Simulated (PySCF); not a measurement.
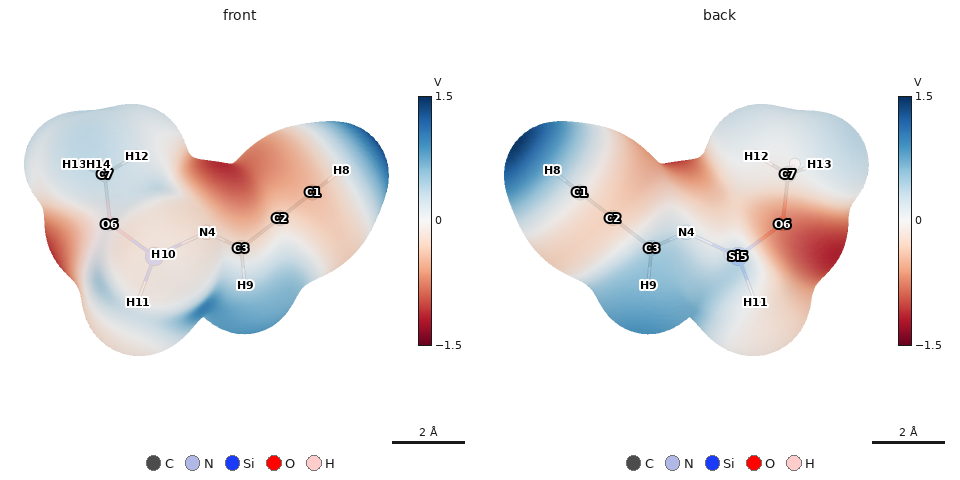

*C4H7NOSi (SMILES C#C/C=N/[SiH2]OC). The molecular electrostatic potential painted on the density surface at 0.001 e/bohr³, seen from the front and from behind; the colour scale runs from red (negative) to blue (positive).*

Geometry: GFN2-xTB.

All numbers below come from PySCF, CAM-B3LYP/def2-SVPD, SCF density, gas phase.

```
atom    x (Å)    y (Å)    z (Å)
   C   3.7419   0.7018   0.1191
   C   2.7755  -0.0128   0.1309
   C   1.6349  -0.8529   0.1329
   N   0.4847  -0.4004   0.3537
  Si  -1.0996  -1.0682   0.4436
   O  -2.0685  -0.2203  -0.5403
   C  -2.2466   1.1611  -0.6057
   H   4.5899   1.3213   0.1091
   H   1.8554  -1.9101  -0.0749
   H  -1.4090  -0.9074   1.8661
   H  -1.3547  -2.3958  -0.0982
   H  -1.2866   1.6803  -0.6372
   H  -2.8092   1.3864  -1.5135
   H  -2.8088   1.5164   0.2624
```

Where is the surface potential most negative and most positive?

Answer. The most negative region (about −1.2 V) lies over N4 and O6, the most positive (about +1.4 V) over H8.
